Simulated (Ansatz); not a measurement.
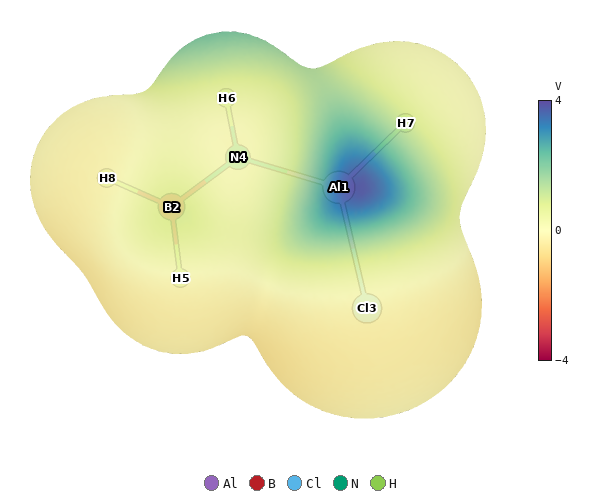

AlBClH₄N (SMILES B[NH][AlH][Cl]). The molecular electrostatic potential painted on the density surface at 0.002 e/bohr³, seen at a tilt; the colour scale runs from red (negative) to blue (positive).

Geometry: PBE0-D3(BJ)/def2-SVP.

Level of theory: Ansatz, isolated molecule in a Gaussian basis; Kohn-Sham density functional theory, functional PBE0.

| atom | x (Å) | y (Å) | z (Å) |
| --- | --- | --- | --- |
| Al | 0.6905 | -0.3894 | -1.1441 |
| B | -1.6046 | 0.6668 | 0.2465 |
| Cl | -0.2205 | -0.5755 | -3.0210 |
| N | -0.2577 | 0.2513 | 0.2494 |
| H | -2.2378 | 0.6055 | -0.7839 |
| H | 0.2164 | 0.3287 | 1.1472 |
| H | 2.1943 | -0.8051 | -0.9451 |
| H | -2.1162 | 1.0790 | 1.2649 |

Where is the surface potential most negative and most positive?

Answer. The most negative region (about −0.6 V) lies over Cl3, the most positive (about +3.7 V) over Al1.

What dipole moment does the calculation give?

Answer. Its dipole moment is 2.22 D.
